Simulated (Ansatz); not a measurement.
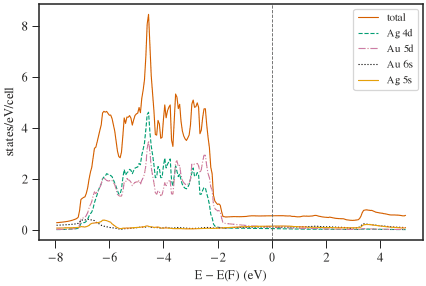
Figure. Total and projected density of states of AgAu in space group R-3m (No. 166; Ag on 3a, Au on 3b), plane-wave PAW PBEsol (Ansatz code)

### Question
Which orbitals carry the states next to the Fermi level?

### Answer
Within 0.5 eV of the Fermi level: Ag 5s 26 %, Au 6s 21 %, Au 5d 19 %, Ag 4d 9 %, outside the projected shells 25 %. Projections are on Löwdin-orthogonalised atomic valence shells; empty p or d shells of many metals are not among them.

### Question
Where is the tallest occupied peak in this window, and what makes it?

### Answer
Near -4.5 eV, about 8.5 states/eV per cell; the largest projected share is Ag 4d.

The workflow started from a Materials Project entry (that database holds measured and hypothetical structures alike); the Crystallography Open Database copy checked does not list it. With Ag and Au taken as one species the cell has the higher symmetry Fm-3m, so it may be an ordered model of a mixed-site phase. Its standing as an ambient phase is unchecked. The cell was relaxed with PBEsol under the symmetry of its start; whether a distortion lowers the energy is not shown. No spin polarisation was allowed. Spin–orbit coupling is left out wherever it is not named.

Potentials: the later of the program's two PAW sets.
